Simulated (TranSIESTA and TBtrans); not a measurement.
Junction: Ag chain with one S atom inserted. Leads: straight Ag chain, spacing 2.809 Å. Geometry: 3 atoms about the centre moved by SIESTA (PBE, DZP) to a largest force of 0.03 eV/Å, all others as built, motion along the axis alone.

TranSIESTA and TBtrans, PBE, DZP numerical orbitals (energy shift 0.15 eV), PseudoDojo norm-conserving scalar-relativistic potentials, mesh cutoff 200 Ry, 300 K, no spin polarisation, no spin-orbit coupling; self-consistent non-equilibrium Green functions.

Energies count from the leads' Fermi level. Transmissions are for one spin of a degenerate pair. The energy step is 0.01 eV; narrower resonances are cut or missed.

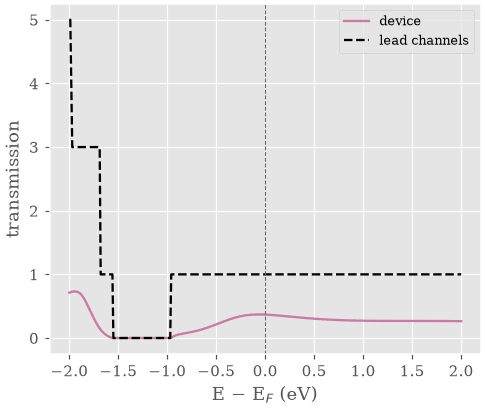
Fig. 1. Transmission against energy

| E (eV) | T | lead channels |
|---|---|---|
| -2.00 | 0.71 | band edge |
| -1.80 | 0.47 | 3 |
| -1.60 | 0.025 | 1 |
| -1.40 | 0 | 0 |
| -1.20 | 0 | 0 |
| -1.00 | 0 | 0 |
| -0.80 | 0.080 | 1 |
| -0.60 | 0.16 | 1 |
| -0.40 | 0.27 | 1 |
| -0.20 | 0.36 | 1 |
| 0.00 | 0.37 | 1 |
| 0.20 | 0.34 | 1 |
| 0.40 | 0.32 | 1 |
| 0.60 | 0.29 | 1 |
| 0.80 | 0.28 | 1 |
| 1.00 | 0.27 | 1 |
| 1.20 | 0.27 | 1 |
| 1.40 | 0.27 | 1 |
| 1.60 | 0.27 | 1 |
| 1.80 | 0.27 | 1 |
| 2.00 | 0.26 | 1 |

The straight chain is held at its spacing; free chains may zigzag or dimerise. No spin-polarised start was tried, so a magnetic state, if there is one, is missed.
